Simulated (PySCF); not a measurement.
C₅H₁₀NPSi₂

```xyz
19

C    -2.7128   -0.4712    1.5983
C    -2.0362   -0.5679    0.6151
C    -1.2262   -0.6360   -0.5798
C    -2.0490   -0.2384   -1.8082
Si    0.3263    0.4820   -0.3417
C     1.2597    0.3121   -1.9593
N     1.8650    0.1892   -2.9251
Si    1.6836   -0.2048    1.4269
P     3.7197    0.7220    1.4518
H    -3.3180   -0.4108    2.4529
H    -0.8978   -1.6757   -0.7017
H    -1.4418   -0.3069   -2.7084
H    -2.9103   -0.8956   -1.9185
H    -2.4116    0.7827   -1.7131
H    -0.1029    1.8929   -0.3644
H     1.0738    0.1387    2.7168
H     1.9182   -1.6550    1.4142
H     3.2779    2.0172    1.2467
H     3.9724    0.5347    0.1053
```

Geometry: GFN2-xTB.

Computed with PBE0/pcSseg-1, SCF density, gas phase, non-relativistic in PySCF 2.14.0.

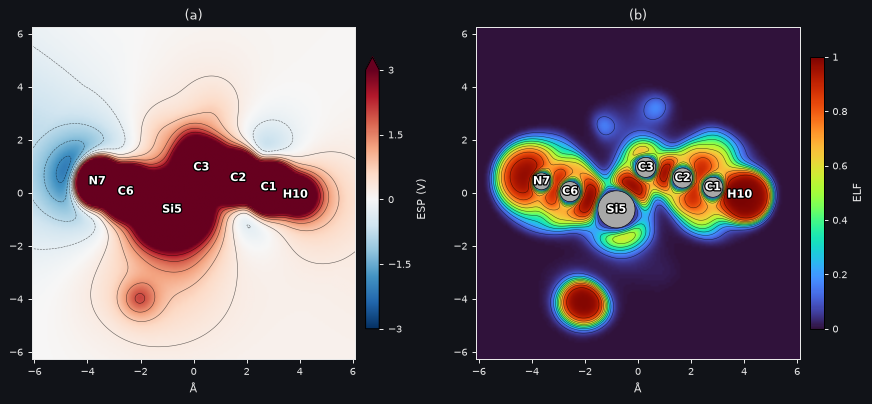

Figure 1. (a) electrostatic potential; (b) ELF on the plane of atoms C3, Si5 and C6. Grey discs cover the atomic cores in the ELF map.

> What does the map show?

- The section cuts through C, Si, N and H sites.
- C–N (1.15 Å): the ELF peaks at about 0.85 between the atoms; a multiple bond.
- C–C (1.20 Å): the ELF peaks at about 0.85 between the atoms (a short, multiple covalent bond).
- C–Si (1.88 Å): the ELF peaks at about 1 between the atoms, as expected for localised, covalent bonding.
- C–H (1.05 Å): the ELF climbs to about 1 towards the hydrogen, as it does in any bond to H; an ordinary covalent bond to hydrogen.
- C–Si (1.93 Å): the ELF peaks at about 0.95 between the atoms; localised, covalent bonding.
- The ELF also peaks beside N7, away from the bonds: lone-pair regions.
- Outside the dense part of the molecule the potential is most negative (−2.1 V) near N7.

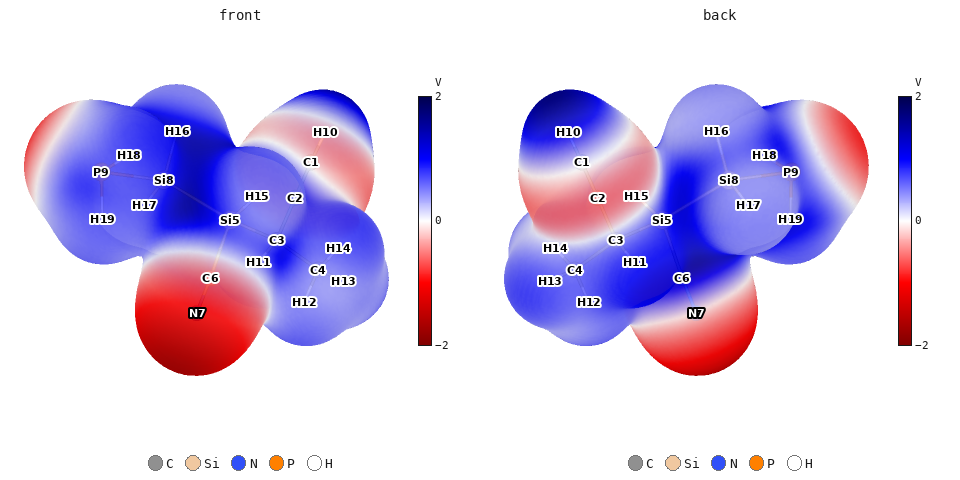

Figure 2. The molecular electrostatic potential painted on the density surface at 0.002 e/bohr³, seen from the front and from behind; red is negative and blue positive.

> Where is the surface potential most negative and most positive?

The most negative region (about −1.7 V, or −39 kcal/mol for a unit charge) lies over N7, the most positive (about +1.6 V, or +37 kcal/mol for a unit charge) over H10. N7 is the likeliest acceptor of a hydrogen bond.

> How polar is the molecule by this calculation?

Its dipole moment is 3.12 D.
